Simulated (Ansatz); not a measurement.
**HF/STO-3G run of C2H3ClF2 (1-chloro-1,1-difluoroethane)**

Aim: the electronic atomisation energy of C2H3ClF2 (1-chloro-1,1-difluoroethane) at HF/STO-3G, from 5 runs. 

Program for the calculation: Ansatz 0.2.0.

55 further runs of the same task are left out: 1 that didn't finish, 54 set aside as unsound or not needed. Runs told in other sessions of the task aren't counted.

### 1 The system as given

C2H3ClF2: 8 atoms, total charge 0, spin state singlet. As SMILES, `CC(F)(F)Cl`. The coordinates come from a PBE0-D4/def2-TZVP relaxation.

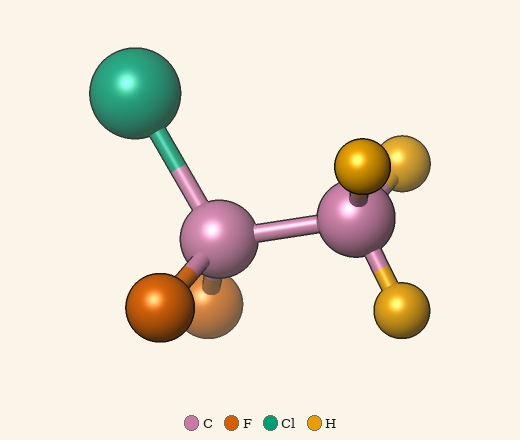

The structure, seen from a chosen angle (carbon pink, fluorine orange, chlorine teal, hydrogen amber).

### 2 The energy at HF/STO-3G

molecule.yaml reads:

```yaml
crystal:
  periodic: [false, false, false]
  atoms:
    - {symbol: C, position_ang: [-0.591960, -0.305640, 0.477310]}
    - {symbol: C, position_ang: [0.524930, 0.179790, -0.395910]}
    - {symbol: F, position_ang: [1.713900, 0.014330, 0.206290]}
    - {symbol: F, position_ang: [0.571970, -0.511300, -1.546500]}
    - {symbol: Cl, position_ang: [0.352900, 1.905700, -0.801400]}
    - {symbol: H, position_ang: [-0.600880, 0.257090, 1.409000]}
    - {symbol: H, position_ang: [-0.428120, -1.363800, 0.687730]}
    - {symbol: H, position_ang: [-1.542750, -0.176190, -0.036530]}
basis:
  gaussian: {orbitals: STO-3G}
magnetization: {spin_polarized: false, initial_magnetization: 0}
accuracy: high
output: {orbitals: {seedname: orbitals}}
hamiltonian: {xc: hf}
```

Started as:

```console
ansatz run molecule.yaml --threads 1 --pin off --max-ram 3480MiB --events-out events.jsonl --progress --plain --runs-dir runs
```

The program printed:

```text
Warning: RAYON_NUM_THREADS=1 ignored (pool sized by the plan → 1); use --threads N
Functional definition: HF
  name "HF"
  exchange = exact_x
  correlation = 0
659 factors; integrals over basis functions are off by at most 2.5e-8 eV
mean field evaluation 1: about -19783.1244 eV, gradient 3.9e1 eV
mean field evaluation 2: about -19783.3633 eV, gradient 3.9e1 eV
mean field evaluation 4: about -19788.6328 eV, gradient 2.1e0 eV
mean field evaluation 8: about -19788.6556 eV, gradient 6.2e-4 eV
mean field -19788.65556689 eV, -727.2196788508 hartree, gradient 2.4e-8 eV, S^2 0.000000; 0 other end points of the search recorded, 0 dependent functions left out
reference -19788.65556689 eV, -727.2196788508 hartree; 25, 25 occupied and 7, 7 virtual orbitals, 659 factors
Total energy: -19788.65556689 eV, -727.2196788508 hartree
```

Run time: 0.32 s. Hardware: 1 thread of Arm Neoverse V1, shared host.

### 3 The C atom

job.yaml reads:

```yaml
crystal:
  periodic: [false, false, false]
  atoms:
    - {symbol: C, position_ang: [0.000000, 0.000000, 0.000000]}
basis:
  gaussian: {orbitals: STO-3G}
hamiltonian: {xc: hf}
magnetization: {spin_polarized: true, initial_magnetization: 2}
accuracy: high
```

Run the same way, it converges to -37.19839 Eh (log not shown).

### 4 The Cl atom at the same level

input.yaml reads:

```yaml
crystal:
  periodic: [false, false, false]
  atoms:
    - {symbol: Cl, position_ang: [0.000000, 0.000000, 0.000000]}
basis:
  gaussian:
    orbitals: STO-3G
magnetization:
  spin_polarized: true
  initial_magnetization: 1
hamiltonian:
  xc: hf
accuracy: high
```

Run the same way, it converges to -454.54219 Eh (log not shown).

### 5 The F atom, same level

run.yaml reads:

```yaml
basis:
  gaussian:
    orbitals: STO-3G
crystal:
  periodic: [false, false, false]
  atoms:
    - symbol: F
      position_ang: [0.000000, 0.000000, 0.000000]
magnetization:
  spin_polarized: true
  initial_magnetization: 1
hamiltonian:
  xc: hf
accuracy: high
```

Started as:

```console
ansatz run run.yaml --threads 1 --pin off --max-ram 3480MiB --events-out events.jsonl --progress --plain --runs-dir runs
```

The program printed:

```text
Warning: RAYON_NUM_THREADS=1 ignored (pool sized by the plan → 1); use --threads N
Functional definition: HF
  name "HF"
  exchange = exact_x
  correlation = 0
15 factors; integrals over basis functions are off by at most 1.2e-9 eV
mean field evaluation 1: about -2666.3486 eV, gradient 1.5e-14 eV
mean field evaluation 2: about -2666.3486 eV, gradient 0.0e0 eV
mean field -2666.34863534 eV, -97.9865050328 hartree, gradient 0.0e0 eV, S^2 0.750000; 2 other end points of the search recorded, 0 dependent functions left out
reference -2666.34863534 eV, -97.9865050328 hartree; 5, 4 occupied and 0, 1 virtual orbitals, 15 factors
Total energy: -2666.34863534 eV, -97.9865050328 hartree
```

It took 0.04 s on 1 thread of Arm Neoverse V1, shared host.

### 6 The H atom

run.yaml, as its differences from that of step 5:

```diff
@@ -6,4 +6,3 @@
   atoms:
-    - symbol: F
-      position_ang: [0.000000, 0.000000, 0.000000]
+    - {symbol: H, position_ang: [0.000000, 0.000000, 0.000000]}
 magnetization:
```

Run the same way, it converges to -0.46658 Eh (log not shown).

### 7 Summary of results

Level: HF/STO-3G.

```
                     quantity          value
       molecule: total energy  -727.21968 Eh
        molecule: HOMO energy      -10.87 eV
        molecule: LUMO energy        9.33 eV
      molecule: HOMO–LUMO gap       20.20 eV
         C atom: total energy   -37.19839 Eh
                 C atom: ⟨S²⟩          2.000
        Cl atom: total energy  -454.54219 Eh
                Cl atom: ⟨S²⟩          0.750
         F atom: total energy   -97.98651 Eh
                 F atom: ⟨S²⟩          0.750
         H atom: total energy    -0.46658 Eh
                 H atom: ⟨S²⟩          0.750
electronic atomisation energy      24.706 eV
```

**Reading.** Taking the molecule apart into free atoms costs 24.71 eV (570 kcal/mol), before zero-point energy and without spin-orbit coupling. Hartree–Fock lacks the correlation of the bonding pairs, which as a rule makes this value much too low; in minimal bases other errors can mask that. In a minimal basis such a difference can be off by several eV, whatever the method.
